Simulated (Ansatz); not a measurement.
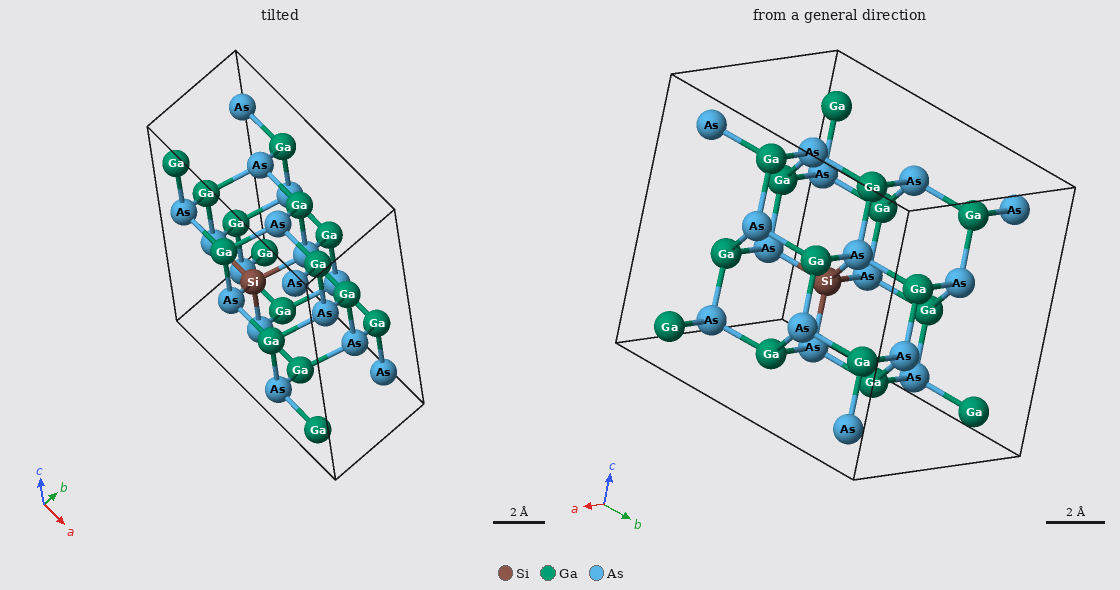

Structure drawing (ball-and-stick), viewed slightly off an axis and from a general direction. The outline marks the supercell. The host is GaAs, in a cell of 32 sites, and the cell is neutral.

What kind of defect was put in?

Answer. Silicon on a gallium site (a substitutional impurity). It is bonded to four As in a tetrahedral arrangement at about 2.4 Å.

The numbers come from DFT LDA, scalar-relativistic, plane waves, PAW in Ansatz, using an energy cutoff of 420 eV, k-point mesh 3×3×3, Gaussian smearing of 0.02 eV, collinear spins.

Does a spin moment come with the defect?

Answer. No net moment.

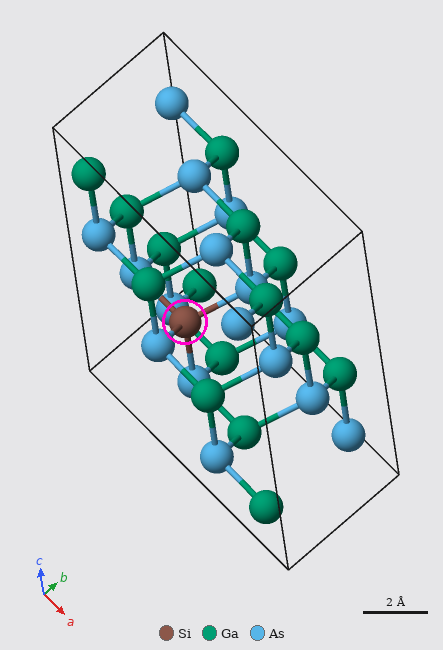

The same cell with a ring at the defect's site.

The atoms were relaxed in the host's cell with DFT LDA, scalar-relativistic, plane waves, PAW (Ansatz).
